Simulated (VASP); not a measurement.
Energy against volume of Fe (bcc). These are PBE GGA with D3 dispersion (Becke-Johnson damping), VASP's PBE PAW potentials (set 64) (plane waves; VASP) values and carry that method's errors.

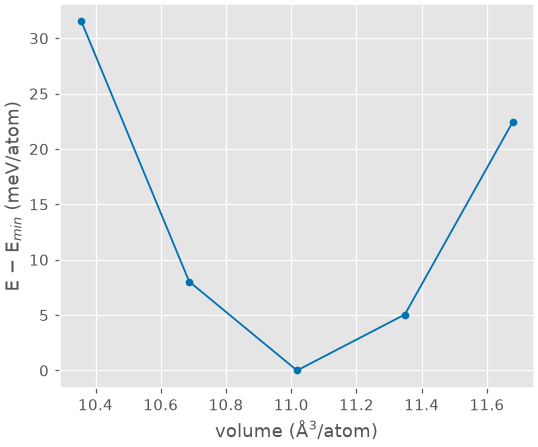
Figure: Energy against volume

Question: Estimate the equilibrium volume and the bulk modulus.

Answer: The minimum lies near 11.0 Å³/atom, and the curvature gives B0 of about 220 GPa.

Measured: bulk modulus 174 GPa at 0 K (computed value off by +24.2 %), as given by H. Levämäki et al., Physical Review B (2014), arXiv:1402.3671 [corrected for temperature and zero-point phonon effects]; a 2.853 Å at 0 K (computed value off by -1.6 %), as given by Daniel Mejia-Rodriguez et al., Physical Review B (2018), arXiv:1807.09216 [static lattice: zero-point anharmonic expansion removed].

The compound is Fe in the bcc structure. It was relaxed first, which changed the volume by -7 %.
